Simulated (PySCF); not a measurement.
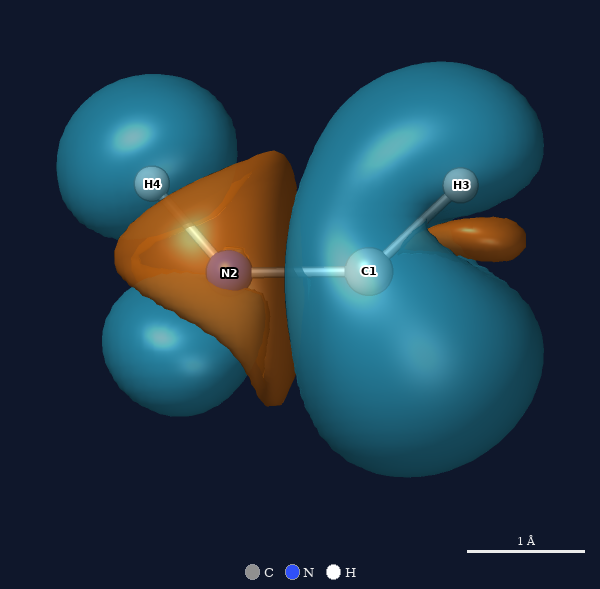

Figure 1: CH2N, doublet, SMILES `[CH]=N`. Spin density ρα − ρβ at ±0.01 e/Å³ (light blue: excess α, orange: excess β).

PySCF calculation, HF/def2-TZVP, gas phase; geometry: GFN2-xTB. No frequency check shows the geometry to be a minimum. The stability of the open-shell solution wasn't checked. GFN2-xTB doesn't know the spin state, so this open-shell geometry is rough.

Input

```python
import numpy as np
from pyscf import gto, scf, dft
from pyscf.scf import atom_ks, atom_hf
from scipy.linalg import block_diag

def solve(mol, dm0=None, hcore=None):
    mf = scf.UHF(mol) if mol.spin else scf.RHF(mol)
    mf = mf.density_fit(auxbasis='def2-universal-jkfit')
    mf.conv_tol, mf.max_cycle = 1e-8, 80
    if hcore is not None:
        mf.get_hcore = lambda *args: hcore
    mf.kernel(dm0)
    if not mf.converged:
        mf = mf.newton().run(mf.mo_coeff, mf.mo_occ, max_cycle=30)
    assert mf.converged, 'SCF not converged'
    return mf

mol = gto.M(atom='''
C     -0.63550     0.10798     0.00000
N      0.57426     0.09358     0.00000
H     -1.44014    -0.61437     0.00000
H      1.23328    -0.68858     0.00000
''', basis='def2-tzvp', charge=0, spin=1, verbose=4)
mf = solve(mol)
mf.analyze()
# spherically averaged free atoms, for the promolecule
atm = scf.atom_hf.get_atm_nrhf(mol)
pro = block_diag(*[(atm[a[0]][2] * atm[a[0]][3]) @ atm[a[0]][2].T for a in mol._atom])
np.savez('result.npz', e=mf.e_tot, c=mf.mo_coeff, occ=mf.mo_occ, eps=mf.mo_energy, pro=pro, dip=mf.dip_moment(verbose=0), s2=mf.spin_square()[0])
```

Command:

```sh
OMP_NUM_THREADS=1 python input.py
```

The run took 1.2 s on 1 thread of AMD EPYC 7R43 64-Core Processor (Zen 3) (shared host), peak memory 0.21 GiB.

Partitions, critical points and surface values were worked out afterwards from this run's density.

Question: Where is the unpaired spin?

Answer: Hirshfeld spin populations: C1 +0.84, H3 +0.10 and H4 +0.06. ⟨S²⟩ = 0.81, against 0.75 for a pure state. The picture also shows regions of β spin from spin polarisation; the Hirshfeld sums, whose atoms overlap, net them against the α spin of neighbours.
